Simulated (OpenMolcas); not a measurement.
**SnH3O2 (SMILES [OH][SnH][OH]) at 6 levels**

We compute a comparison of 6 runs (UB3LYP/def2-SVPD, UBLYP/def2-SVPD, UM06-2X/def2-SVPD, UPBE/def2-SVPD, USVWN5/def2-SVPD, UTPSS/def2-SVPD) of SnH3O2. 

Program for the calculation: OpenMolcas 26.06.

### Step 1. Starting point

The species is SnH3O2 (6 atoms), meant as a doublet with charge 0. As SMILES, `[OH][SnH][OH]`. The shape is that of a PBE0-D4/def2-TZVP optimisation. This is one conformer, not always the lowest.

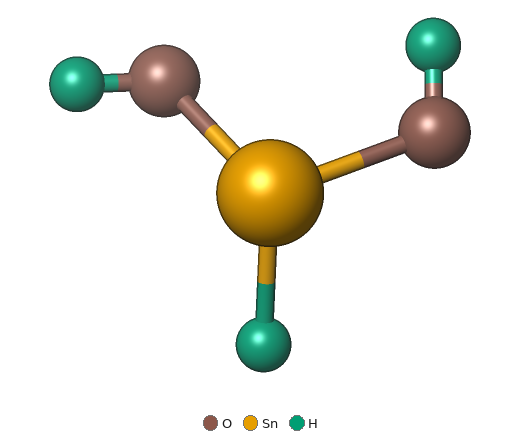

Viewed from a chosen angle; oxygen brown, tin amber, hydrogen teal.

### Step 2. Energy and forces at UB3LYP/def2-SVPD (core potential) (run 1)

File test.input:

```
&GATEWAY
 BasLib=$CurrDir
 Coord
 6
 angstrom
 O       -1.248300      -0.684700      -0.233400
 Sn       0.417000       0.302500      -0.639600
 O        1.413900      -0.038300       1.016700
 H       -1.852000      -0.783400      -0.973600
 H        0.128600       2.026100      -0.624300
 H        1.182700      -0.886000       1.408100
 Basis=def2-SVPD
 Group=NoSym

&SEWARD
 GridInput
 Grid=UltraFine
 End of Grid

&SCF
 UHF
 Spin=2
 KSDFT=B3LYP
 Thresholds=1e-10 1e-07 1e-07 1e-05
 PrOrbitals=1 1

&ALASKA
```

The basis set def2-SVPD is read from a file made from the Basis Set Exchange's data (not shown).

On the command line:

```console
$ export MOLCAS_MEM=1860
$ pymolcas test.input > test.log
```

Output:

```text
--- Start Module: gateway ---
[...]
--- Stop Module: gateway /rc=_RC_ALL_IS_WELL_ ---
[...]
      Basis functions          102
[...]
--- Start Module: scf ---
[...]
       Convergence after  18 Iterations
[...]
::    Total KS-DFT energy                            -366.5127571007
[...]
      Total spin, S                                     0.5023742781
[...]
      Total electronic charge=   41.000000
      Total            charge=   -0.000000
[...]
      Dipole Moment (debye):
      Origin of the operator (angstrom)=    0.3363    0.1618   -0.4154
                   X= -5.2554E-01               Y= -2.3653E-01               Z= -2.4464E+00           Total=  2.5134E+00
      Quadrupole Moment (debye*angstrom):
[...]
--- Stop Module: scf /rc=_RC_ALL_IS_WELL_ ---
[...]
--- Start Module: alaska ---
[...]
 *              Molecular gradients               *
 **************************************************
  Irreducible representation: a
 ------------------------------------------------------------------------------------------
                              X                       Y                       Z
 ------------------------------------------------------------------------------------------
  O1                1.27416350365106E-02    8.27972778512454E-03   -5.95155223749977E-03
  SN2              -8.31035933375723E-03   -1.02320664085518E-02    2.23411919790628E-02
  O3               -9.68450932515275E-03    3.24512439942026E-04   -1.45577308207638E-02
  H4                4.71662554314900E-03    1.60697805515131E-03    2.46163311043190E-03
  H5                8.05291565408428E-04   -4.17649730729419E-03   -4.70956482526819E-04
  H6               -2.68683486163490E-04    4.19734543567696E-03   -3.82258554870596E-03
 ------------------------------------------------------------------------------------------
--- Stop Module: alaska /rc=_RC_ALL_IS_WELL_ ---
[...]
```

Wall time 47 s (1 thread of Intel Xeon 6975P-C (Granite Rapids), shared host); peak memory 0.57 GiB.

### Step 3. Energy and forces at UBLYP/def2-SVPD (core potential) (run 2)

File job.inp:

```
&GATEWAY
 BASLIB = $CurrDir
 COORD
 6
 angstrom
 O       -1.248300      -0.684700      -0.233400
 Sn       0.417000       0.302500      -0.639600
 O        1.413900      -0.038300       1.016700
 H       -1.852000      -0.783400      -0.973600
 H        0.128600       2.026100      -0.624300
 H        1.182700      -0.886000       1.408100
 BASIS = def2-SVPD
 GROUP = NoSym

&SEWARD
 GRIDINPUT
 Grid=UltraFine
 End of Grid

&SCF
 UHF
 SPIN = 2
 KSDFT = BLYP
 THRESHOLDS = 1e-10 1e-07 1e-07 1e-05
 PRORBITALS = 1 1

&ALASKA
```

The basis set def2-SVPD is read from a file made from the Basis Set Exchange's data (not shown).

On the command line:

```console
$ export MOLCAS_MEM=1860
$ pymolcas job.inp > job.log
```

Output:

```text
--- Start Module: gateway ---
[...]
--- Stop Module: gateway /rc=_RC_ALL_IS_WELL_ ---
[...]
      Basis functions          102
[...]
--- Start Module: scf ---
[...]
       Convergence after  21 Iterations
[...]
::    Total KS-DFT energy                            -366.3645780465
[...]
      Total spin, S                                     0.5013274042
[...]
      Total electronic charge=   41.000000
      Total            charge=   -0.000000
[...]
      Dipole Moment (debye):
      Origin of the operator (angstrom)=    0.3363    0.1618   -0.4154
                   X= -5.5841E-01               Y= -2.8696E-01               Z= -2.2206E+00           Total=  2.3076E+00
      Quadrupole Moment (debye*angstrom):
[...]
--- Stop Module: scf /rc=_RC_ALL_IS_WELL_ ---
[...]
--- Start Module: alaska ---
[...]
 *              Molecular gradients               *
 **************************************************
  Irreducible representation: a
 ------------------------------------------------------------------------------------------
                              X                       Y                       Z
 ------------------------------------------------------------------------------------------
  O1                1.55492347514432E-02    1.24468474428454E-02   -1.60810490947272E-02
  SN2              -1.27741547092226E-02   -1.16587912651456E-02    3.47365798637931E-02
  O3               -1.72256891162466E-02   -7.04197211122004E-03   -1.99865190281230E-02
  H4                1.07810509422936E-02    2.46174178398206E-03    1.01037999653615E-02
  H5                1.59677650800227E-03   -9.04256594222197E-03   -1.17714535575686E-03
  H6                2.07278162378022E-03    1.28347400917530E-02   -7.59566635048659E-03
 ------------------------------------------------------------------------------------------
--- Stop Module: alaska /rc=_RC_ALL_IS_WELL_ ---
[...]
```

Wall time 50 s (1 thread of Intel Xeon 6975P-C (Granite Rapids), shared host); peak memory 0.57 GiB.

Runs 3 to 4 aren't shown in full; the table further down has their settings and results.

### Step 4. Energy and forces at USVWN5/def2-SVPD (core potential) (run 5)

File test.input:

```
&GATEWAY
 BASLIB=$CurrDir
 COORD
 6
 angstrom
 O       -1.248300      -0.684700      -0.233400
 Sn       0.417000       0.302500      -0.639600
 O        1.413900      -0.038300       1.016700
 H       -1.852000      -0.783400      -0.973600
 H        0.128600       2.026100      -0.624300
 H        1.182700      -0.886000       1.408100
 BASIS=def2-SVPD
 GROUP=NoSym

&SEWARD
 GRIDINPUT
 Grid=UltraFine
 End of Grid

&SCF
 UHF
 SPIN=2
 KSDFT=SVWN5
 THRESHOLDS=1e-10 1e-07 1e-07 1e-05
 PRORBITALS=1 1

&ALASKA
```

The basis set def2-SVPD is read from a file made from the Basis Set Exchange's data (not shown).

On the command line:

```console
$ export MOLCAS_MEM=1860
$ pymolcas test.input > test.log
```

Output:

```text
--- Start Module: gateway ---
[...]
--- Stop Module: gateway /rc=_RC_ALL_IS_WELL_ ---
[...]
      Basis functions          102
[...]
--- Start Module: scf ---
[...]
       Convergence after  20 Iterations
[...]
::    Total KS-DFT energy                            -365.0206464992
[...]
      Total spin, S                                     0.5007605991
[...]
      Total electronic charge=   41.000000
      Total            charge=   -0.000000
[...]
      Dipole Moment (debye):
      Origin of the operator (angstrom)=    0.3363    0.1618   -0.4154
                   X= -6.4576E-01               Y= -2.0185E-01               Z= -2.1588E+00           Total=  2.2623E+00
      Quadrupole Moment (debye*angstrom):
[...]
--- Stop Module: scf /rc=_RC_ALL_IS_WELL_ ---
[...]
--- Start Module: alaska ---
[...]
 *              Molecular gradients               *
 **************************************************
  Irreducible representation: a
 ------------------------------------------------------------------------------------------
                              X                       Y                       Z
 ------------------------------------------------------------------------------------------
  O1                4.06275663779709E-04    3.98767892890994E-03   -1.42221122106880E-02
  SN2              -6.09901959866388E-03   -4.05745189047035E-03    1.64188516748602E-02
  O3               -8.43622574723035E-03   -1.10979333573500E-02   -4.94332525539498E-03
  H4                1.01841337450441E-02    2.06482188776569E-03    1.08665664062526E-02
  H5                8.24416520889493E-04   -4.31327316360353E-03   -1.24324296539036E-03
  H6                3.12041941625557E-03    1.34161575946932E-02   -6.87673764965568E-03
 ------------------------------------------------------------------------------------------
--- Stop Module: alaska /rc=_RC_ALL_IS_WELL_ ---
[...]
```

Run time: 31 s. Hardware: 1 thread of Intel Xeon 6975P-C (Granite Rapids), shared host; peak memory 0.57 GiB.

### Step 5. The energy at UTPSS/def2-SVPD (core potential) (run 6)

Changes to test.input since step 4:

```diff
@@ -22,6 +22,6 @@
  SPIN=2
- KSDFT=SVWN5
+ KSDFT=2
+ 1.0 MGGA_X_TPSS
+ 1.0 MGGA_C_TPSS
  THRESHOLDS=1e-10 1e-07 1e-07 1e-05
- PRORBITALS=1 1
-
-&ALASKA
+ PRORBITALS=1
```

The basis set def2-SVPD is read from a file made from the Basis Set Exchange's data (not shown).

On the command line:

```console
$ export MOLCAS_MEM=1860
$ pymolcas test.input > test.log
```

Output:

```text
--- Start Module: gateway ---
[...]
--- Stop Module: gateway /rc=_RC_ALL_IS_WELL_ ---
--- Start Module: seward ---
[...]
      Basis functions          102
--- Stop Module: seward /rc=_RC_ALL_IS_WELL_ ---
[...]
--- Start Module: scf ---
[...]
       Convergence after  20 Iterations
[...]
::    Total KS-DFT energy                            -366.3690926940
[...]
      Total spin, S                                     0.5019011281
[...]
      Dipole Moment (debye):
      Origin of the operator (angstrom)=    0.3363    0.1618   -0.4154
                   X= -5.6438E-01               Y= -3.3429E-01               Z= -2.1887E+00           Total=  2.2849E+00
      Quadrupole Moment (debye*angstrom):
[...]
--- Stop Module: scf /rc=_RC_ALL_IS_WELL_ ---
[...]
```

It took 63 s on 1 thread of Intel Xeon 6975P-C (Granite Rapids), shared host; peak memory 0.57 GiB.

### Step 6. The series

```
run                               level      task  energy (Eh)  dipole moment (D)  HOMO energy (eV)  LUMO energy (eV)  wall time
  1   UB3LYP/def2-SVPD (core potential)  gradient  -366.512757               2.51             -6.29             -3.90       47 s
  2    UBLYP/def2-SVPD (core potential)  gradient  -366.364578               2.31             -5.20             -4.35       50 s
  3  UM06-2X/def2-SVPD (core potential)    energy  -366.311856               2.75             -7.64             -3.06       50 s
  4     UPBE/def2-SVPD (core potential)  gradient  -366.279247               2.26             -5.32             -4.33       56 s
  5   USVWN5/def2-SVPD (core potential)  gradient  -365.020646               2.26             -5.38             -4.62       31 s
  6    UTPSS/def2-SVPD (core potential)    energy  -366.369093               2.28             -5.44             -4.22       63 s
```

### Step 7. Summary of results

```
                                 quantity          value
                      run 6: total energy  -366.36909 Eh
                     run 6: dipole moment         2.28 D
run 6: HOMO energy (highest over α and β)       -5.44 eV
 run 6: LUMO energy (lowest over α and β)       -4.22 eV
                              run 6: ⟨S²⟩          0.754
```

The dipole moment (its size) runs from 2.26 D (UPBE/def2-SVPD) to 2.75 D (UM06-2X/def2-SVPD). Totals of different functionals can't be ranked against each other. All runs together took 5 min, the longest 63 s.
